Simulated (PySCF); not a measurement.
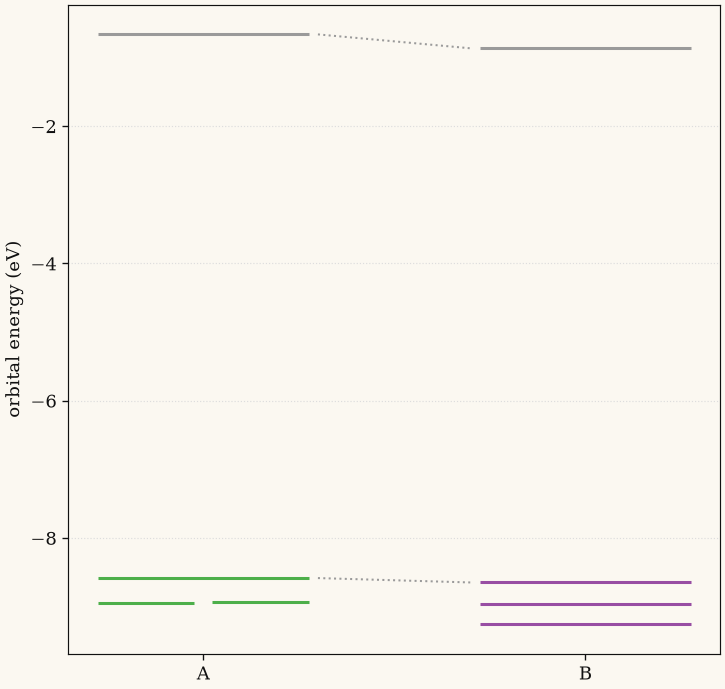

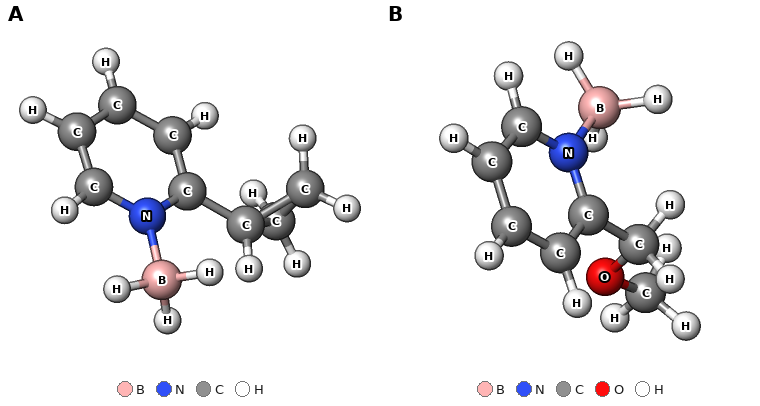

Related molecules: A is C₈H₁₂BN, SMILES [BH3-][n+]1ccccc1C1CC1; B is C₇H₁₂BNO, SMILES [BH3-][n+]1ccccc1COC. Frontier orbital energies, CAM-B3LYP/def2-SVPD with PySCF, at a PBE0-D3(BJ)/def2-SVP geometry (no frequency check); drawn are at most three filled levels and, in grey, the LUMO with any level within 0.03 eV of it; dotted lines join the HOMOs and the LUMOs.

### What does the change do to the frontier levels?

From A to B the HOMO falls by 0.06 eV and the LUMO falls by 0.20 eV, so the separation goes from 7.92 to 7.78 eV.

### Does the ΔSCF ionisation energy follow the HOMO?

A: −ε(HOMO) 8.59, ΔSCF 9.27 eV; B: −ε(HOMO) 8.65, ΔSCF 9.40 eV.

Limits of at least one run: one conformer of a flexible molecule.
